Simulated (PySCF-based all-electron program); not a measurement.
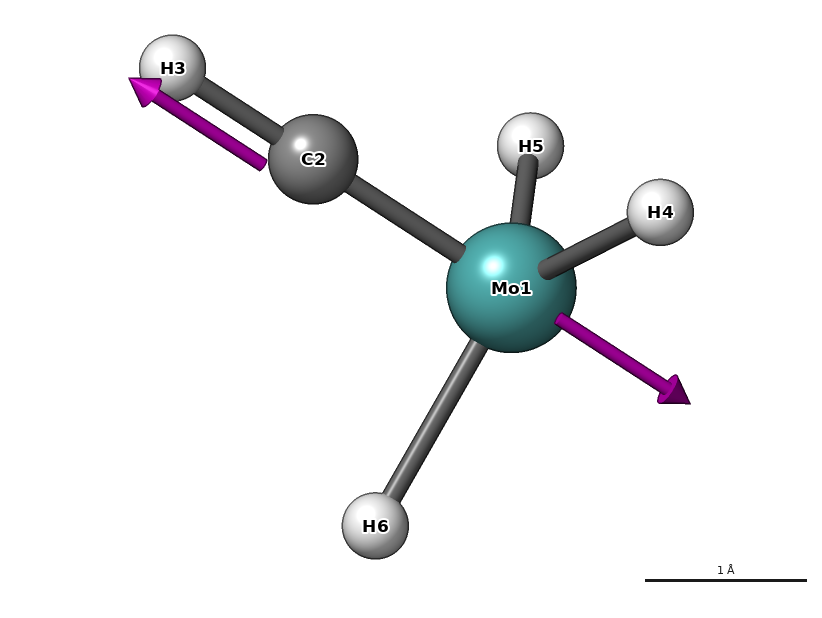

Arrows show the forces on the atoms, 0.1 Å of arrow for 1 eV/Å; forces under a tenth of the largest aren't drawn. The species is neutral and a spin singlet. Level of theory: HSE06, all-electron, scalar-relativistic (Koelling-Harmon), large uncontracted Gaussian sets (PySCF-based all-electron program).

Along which bond is the force strongest?

Answer. Mo1–C2, now 1.542 Å: the forces push its atoms apart, so a first step downhill lengthens it.

List the force components in the frame of the picture (x right, y up, z towards the viewer), in eV/Å.

| atom | Fx | Fy | Fz |
| --- | --- | --- | --- |
| Mo1 | 8.24 | −5.35 | −3.16 |
| C2 | −8.40 | 5.44 | 3.22 |
| H3 | 0.19 | −0.12 | −0.07 |
| H4 | −0.03 | 0.00 | −0.03 |
| H5 | −0.01 | −0.01 | 0.04 |
| H6 | 0.01 | 0.04 | 0.00 |
